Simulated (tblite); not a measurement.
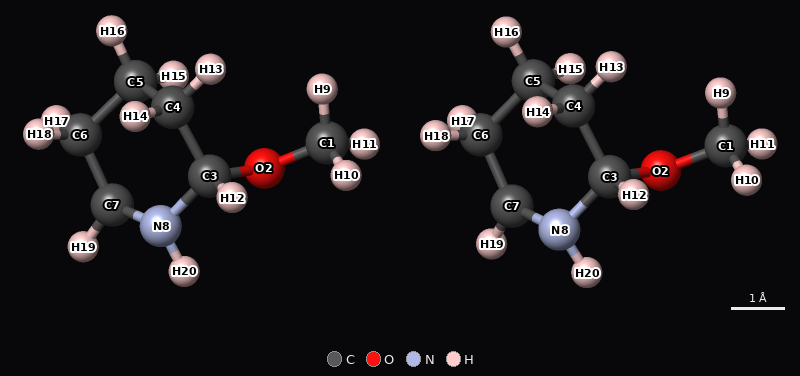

Two geometries of C6H12NO (multiplicity 2), drawn at one scale. One is the start of a relaxation, the other its converged end. A ball-and-stick model, seen at a tilt.

All numbers below come from GFN2-xTB geometry optimisation, gas phase in tblite. 

Question: Which one is relaxed?

Answer: The left one is the relaxed one. The largest move after the best rigid fit is that of H19, 0.26 Å. Largest moves by element: H 0.26 Å, N 0.19 Å, O 0.08 Å, C 0.08 Å. Some distances before and after: C7–N8 1.488 → 1.401 Å, C1–O2 1.429 → 1.402 Å, C3–N8 1.457 → 1.435 Å, C3–H12 1.087 → 1.107 Å. Bond angles that change, for instance: C3–N8–C7 112.9° → 118.9°, N8–C7–H19 119.3° → 114.6°, C3–N8–H20 107.2° → 111.8°. Over 62 geometry steps the energy falls by 0.279 eV. Cost: 0.29 s on 1 thread of Intel(R) Xeon(R) 6975P-C, on a shared host.
